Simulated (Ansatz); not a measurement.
The figure comes from a scan of ScPt3 (Cu3Au type): a phonon pattern at R = (0.5, 0.5, 0.5) is frozen into a 8-atom cell, Q being the largest atomic displacement. Level of theory: LDA (plane waves to 420 eV, PAW, scalar-relativistic; Ansatz, a program for electronic structure). k mesh 12×12×12 (Γ-centred), Fermi-Dirac smearing 0.05 eV. The energy includes the smearing's −TS. With partly filled bands, energies and forces of such displacements shift with the k mesh and the smearing. ScPt3 is run without spin polarisation. ScPt3 was relaxed with its symmetry unable to fall. Spin-orbit coupling is left out, though Pt is heavy. The zero of ΔE is the undisplaced structure.

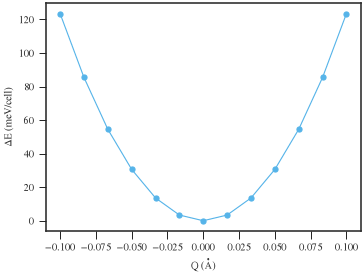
Figure: ΔE (meV/cell) against Q (Å); computed points joined by lines.

Task: List the plotted points as numbers.

Result: To the nearest 2:

| Q (Å) | ΔE (meV/cell) |
|---|---|
| -0.100 | 124 |
| -0.083 | 86 |
| -0.067 | 54 |
| -0.050 | 30 |
| -0.033 | 14 |
| -0.017 | 4 |
| 0.000 | 0 |
| 0.017 | 4 |
| 0.033 | 14 |
| 0.050 | 30 |
| 0.067 | 54 |
| 0.083 | 86 |
| 0.100 | 124 |

(A displaced cell: forces are minus the slopes of the energy, force constants its curvatures, and phonons follow from these.)
